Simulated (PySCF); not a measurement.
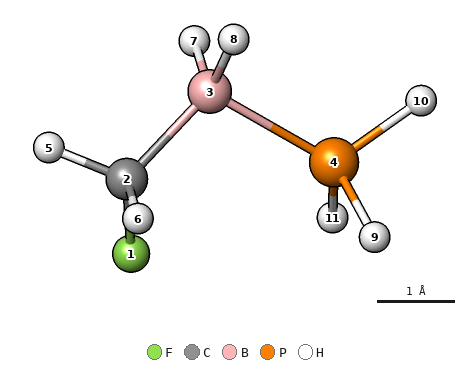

**Figure 1.** The structure as given in the input (ball-and-stick view, seen at a tilt; atoms are numbered from 1 in the order of the input). Bond lengths as drawn: B–C 1.61 Å, B–H 1.22 Å, B–P 1.94 Å, C–F 1.40 Å, C–H 1.10 to 1.11 Å and H–P 1.41 to 1.42 Å.

NMR shielding calculation, with input and output: CH₇BFP

- system: CH₇BFP, SMILES FC[BH2-][PH3+]
- method: GIAO PBE0/6-31G NMR shielding, non-relativistic, gas phase (PySCF 2.14.0)

The geometry comes from this level: PBE0-D3(BJ)/def2-SVP. Figures and captions count atoms from 1; the log counts them from 0 in places.

## The program's output
```
coarse grid: 9224 points
cycle   1  E = -507.8712191886  dE =  2.119e-01  |g| = 5.143e-01  |ddm| = 2.681e+00
cycle   2  E = -507.8638512372  dE =  7.368e-03  |g| = 6.245e-01  |ddm| = 1.437e+00
cycle   3  E = -507.9374014773  dE = -7.355e-02  |g| = 6.980e-02  |ddm| = 7.137e-01
cycle   4  E = -507.9386706019  dE = -1.269e-03  |g| = 2.057e-02  |ddm| = 1.199e-01
cycle   5  E = -507.9387799941  dE = -1.094e-04  |g| = 3.202e-03  |ddm| = 2.390e-02
cycle   6  E = -507.9387830629  dE = -3.069e-06  |g| = 1.014e-03  |ddm| = 5.688e-03
final grid: 83552 points
cycle   7  E = -507.9149702602  dE = -9.282e-06  |g| = 7.389e-03  |ddm| = 1.752e-02
cycle   8  E = -507.9149628006  dE =  7.460e-06  |g| = 9.784e-03  |ddm| = 1.613e-02
cycle   9  E = -507.9149841068  dE = -2.131e-05  |g| = 9.341e-04  |ddm| = 8.489e-03
cycle  10  E = -507.9149842931  dE = -1.863e-07  |g| = 6.719e-05  |ddm| = 1.078e-03
cycle  11  E = -507.9149842940  dE = -8.489e-10  |g| = 3.312e-05  |ddm| = 1.301e-04
cycle  12  E = -507.9149842943  dE = -3.355e-10  |g| = 3.714e-06  |ddm| = 4.527e-05
```

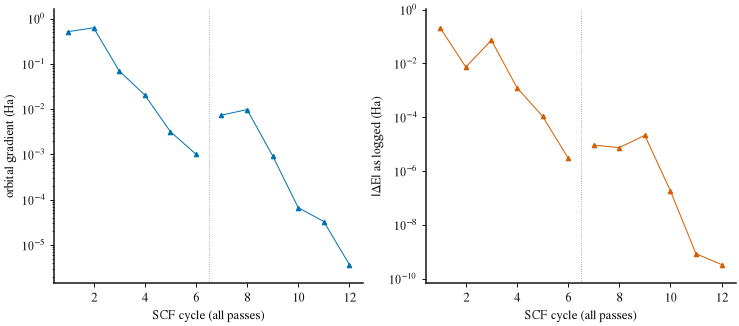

**Figure 2.** Convergence of the self-consistent field: orbital gradient and size of the energy change against the SCF cycle. The dotted line marks the change from a coarse to the final integration grid. The first 6 cycles use a coarse grid, the final grid takes over at cycle 7, and the field converges after 12 cycles in all.

```
converged SCF energy = -507.9149842943

GIAO shielding tensors (ppm)
atom      isotropic    diamagn.    paramagn.     s11        s22        s33       span
  0 F      441.870     473.960     -32.090    392.780    460.312    472.517     79.737
  1 C      122.582     240.677    -118.095     75.473    103.014    189.258    113.785
  2 B      145.801     188.091     -42.290    131.367    147.505    158.532     27.166
  3 P      550.622     967.377    -416.754    529.036    540.037    582.795     53.759
  4 H       27.846      28.016      -0.170     23.782     27.382     32.375      8.593
  5 H       28.189      28.336      -0.147     23.648     28.018     32.902      9.254
  6 H       29.969      28.489       1.480     25.823     29.320     34.764      8.941
  7 H       30.562      28.334       2.228     26.677     30.063     34.947      8.270
  8 H       29.210      28.828       0.382     24.914     26.158     36.557     11.643
  9 H       29.529      28.953       0.576     25.297     26.204     37.086     11.789
 10 H       28.876      28.801       0.076     24.614     26.059     35.956     11.342
```

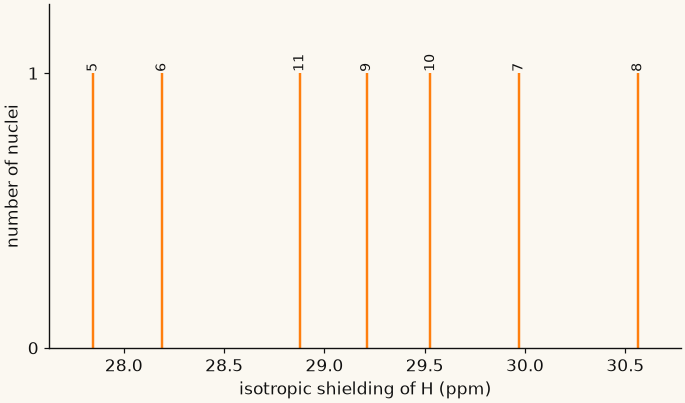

**Figure 3.** Isotropic shieldings of the hydrogen nuclei in this fixed geometry, labelled by atom number; shielding grows to the right, so chemical shift grows to the left. The least shielded is H5 (27.8 ppm), the most shielded H8 (30.6 ppm).

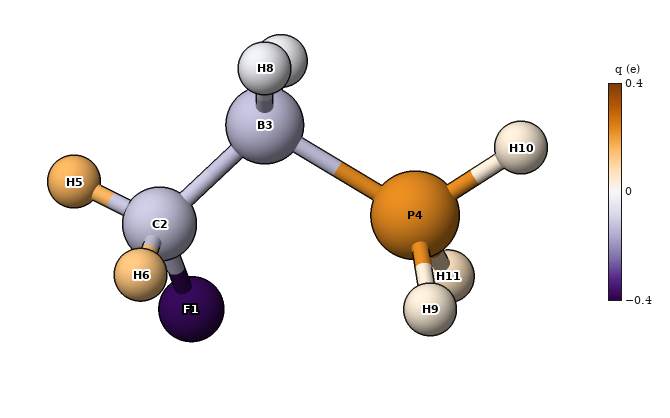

**Figure 4.** Mulliken charges, as the colour of each atom (ball-and-stick view, seen at a tilt; atoms are numbered from 1 in the order of the input). By element: F −0.38, C −0.11, B −0.12, P +0.23 and H −0.03 to +0.16 e.

This output came from the following input.

## The input
```
{"job": {"kind": "nmr", "xc": "PBE0", "basis": "6-31G", "pop": true}, "charge": 0, "multiplicity": 1}
F     -0.826156    -1.593298    -0.761539
C     -1.287537    -0.682750     0.199079
B     -0.494463     0.710934     0.069869
P      1.377030     0.235536    -0.145282
H     -2.369748    -0.540002     0.035305
H     -1.171417    -1.169178     1.184760
H     -0.693840     1.323440    -0.970534
H     -0.520792     1.429341     1.058656
H      1.994986    -0.599541     0.819846
H      2.294289     1.311647    -0.170102
H      1.735084    -0.442296    -1.332197
```

The first line tells a small driver script what to run in PySCF; the rest is the geometry in Å.

Launched with:
```bash
OMP_NUM_THREADS=1 python <driver script> task.json out
```

## Key numbers

| quantity | value |
| --- | --- |
| outcome | converged |
| total energy | −507.914984 hartree |
| HOMO | −7.72 eV |
| LUMO | 0.90 eV |
| dipole moment | 3.86 D |
| isotropic shielding, F | 441.9 ppm |
| isotropic shielding, C | 122.6 ppm |
| isotropic shielding, B | 145.8 ppm |
| isotropic shielding, P | 550.6 ppm |
| isotropic shielding, H | 27.8 to 30.6 ppm |
| hardware | 1 CPU thread, shared host |
| wall time | 3.8 s |
| peak memory | 0.37 GiB |
